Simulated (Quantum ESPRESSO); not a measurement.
**Convergence study of shifted k-point meshes for CaC2 (R3m, 3 atoms in the cell)**

```yaml
crystal:
  lattice:
    - [1.93468, 1.11699, 3.93410]
    - [-1.93468, 1.11699, 3.93410]
    - [0.00000, -2.23397, 3.93410]
  atoms:
    - { symbol: Ca, position: [0.00424, 0.00424, 0.00424] }
    - { symbol: C, position: [0.55291, 0.55291, 0.55291] }
    - { symbol: C, position: [0.44709, 0.44709, 0.44709] }
```

Method: PBEsol, GBRV 1.5 ultrasoft (PBESOL) pseudopotentials (plane waves; Quantum ESPRESSO).

Base settings: ecutwfc = 40 Ry; ecutrho = 200 Ry; occupations = smearing; smearing = fd; degauss = 0.0036749 Ry; potentials = {Ca: ca_pbesol_v1.uspp.F.UPF, C: c_pbesol_v1.2.uspp.F.UPF}; K_POINTS = automatic 7 7 7 0 0 0; conv_thr = 1e-10 Ry.

Only quantities that move along the ladder and can be compared are tabulated.

The count of work is k-points × plane waves × bands × iterations; it is no time. Core times come from one kind of shared machine, to one figure; runs under 30 s give none.

The starting cell comes from a database of computed structures (which also holds hypothetical and non-ambient phases and stackings), without a prior relaxation at this level. Its lattice was rescaled by up to half a per cent. One atom was moved a little off its site on purpose.

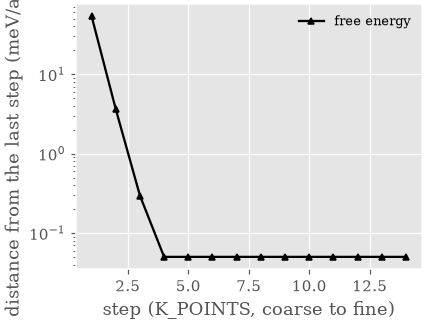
Figure. Distance from the last step along the ladder; very small values are drawn at a floor.

| K_POINTS | free energy less the last step's (meV/atom) | pressure (GPa) | largest difference of a force vector from the last step's (eV/Å) | count of work / last | core time / last (rough) |
|---|---|---|---|---|---|
| automatic 2 2 2 1 1 1 | 54.36 | -0.35 | 0.222 | 0.0018 | – |
| automatic 3 3 3 1 1 1 | 3.65 | -1.02 | 0.028 | 0.0059 | – |
| automatic 4 4 4 1 1 1 | 0.30 | -1.08 | 0.003 | 0.0099 | – |
| automatic 5 5 5 1 1 1 | 0.05 | -1.09 | 0.000 | 0.019 | – |
| automatic 6 6 6 1 1 1 | 0.00 | -1.09 | 0.000 | 0.028 | – |
| automatic 7 7 7 1 1 1 | 0.00 | -1.09 | 0.000 | 0.043 | – |
| automatic 8 8 8 1 1 1 | 0.00 | -1.09 | 0.000 | 0.059 | – |
| automatic 9 9 9 1 1 1 | 0.00 | -1.09 | 0.000 | 0.084 | 0.08 |
| automatic 10 10 10 1 1 1 | 0.00 | -1.09 | 0.000 | 0.11 | 0.1 |
| automatic 11 11 11 1 1 1 | 0.00 | -1.09 | 0.000 | 0.14 | 0.1 |
| automatic 12 12 12 1 1 1 | 0.00 | -1.09 | 0.000 | 0.18 | 0.2 |
| automatic 13 13 13 1 1 1 | 0.00 | -1.09 | 0.000 | 0.23 | 0.2 |
| automatic 15 15 15 1 1 1 | 0.00 | -1.09 | 0.000 | 0.34 | 0.3 |
| automatic 18 18 18 1 1 1 | 0.00 | -1.09 | 0.000 | 0.56 | 0.7 |
| automatic 22 22 22 1 1 1 | 0.00 | -1.09 | 0.000 | 1.0 | 1 |

Coarsest K_POINTS that holds the free energy within 1 meV/atom of the last step, with all finer ones: automatic 4 4 4 1 1 1, at 0.0099 of the last step's count of work; the step before is off by 3.7 meV/atom.

Coarsest K_POINTS that holds the pressure within 0.5 GPa of the last step, with all finer ones: automatic 3 3 3 1 1 1, at 0.0059 of the last step's count of work; the step before is off by 0.74 GPa.

Coarsest K_POINTS that holds the forces within 0.005 eV/Å of the last step, with all finer ones: automatic 4 4 4 1 1 1, at 0.0099 of the last step's count of work; the step before is off by 0.028 eV/Å.
